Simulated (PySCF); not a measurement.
```yaml
atoms:
  - { symbol: C, position_ang: [2.6559, 0.8961, -0.3261] }
  - { symbol: C, position_ang: [1.9089, 0.0061, -0.6176] }
  - { symbol: C, position_ang: [0.9888, -1.0511, -0.9469] }
  - { symbol: Si, position_ang: [-0.4419, -1.1788, 0.3424] }
  - { symbol: B, position_ang: [-1.4413, 0.5149, 0.4569] }
  - { symbol: O, position_ang: [-1.6465, 1.0730, 1.6733] }
  - { symbol: O, position_ang: [-1.9024, 1.0756, -0.6869] }
  - { symbol: H, position_ang: [3.3274, 1.6645, -0.0842] }
  - { symbol: H, position_ang: [1.5346, -1.9940, -0.9995] }
  - { symbol: H, position_ang: [0.5689, -0.8557, -1.9361] }
  - { symbol: H, position_ang: [0.1790, -1.6254, 1.6019] }
  - { symbol: H, position_ang: [-1.2296, -2.3397, -0.1282] }
  - { symbol: H, position_ang: [-2.1223, 1.9070, 1.7163] }
  - { symbol: H, position_ang: [-2.3802, 1.9070, -0.6274] }
```

Geometry: GFN2-xTB.

All numbers below come from B97-2/pcSseg-1, SCF density, in a water solvent model, non-relativistic in PySCF.

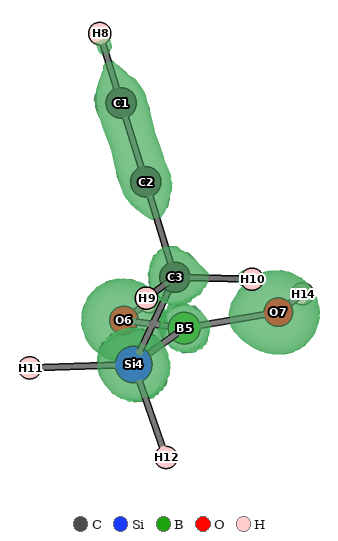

C3H7BO2Si (SMILES C#CC[SiH2]B(O)O). Isosurface of the electron density at 2 e/Å³ (green), seen at an oblique angle.

Q: How is the density connected at this value?

A: At this value the surface falls into eleven separate pieces. It bridges the sampled C–C (1.20 Å) contacts, where the density stays above the isovalue. It is pinched off along the sampled B–O (1.35 Å), C–Si (1.93 Å) and Si–B (1.97 Å) contacts. On the grid the lowest density along these lines, outside the cores, is 2.7 e/Å³ (C–C, 1.20 Å), 1.6 e/Å³ (B–O, 1.35 Å), 0.71 e/Å³ (C–Si, 1.93 Å) and 0.8 e/Å³ (Si–B, 1.97 Å).
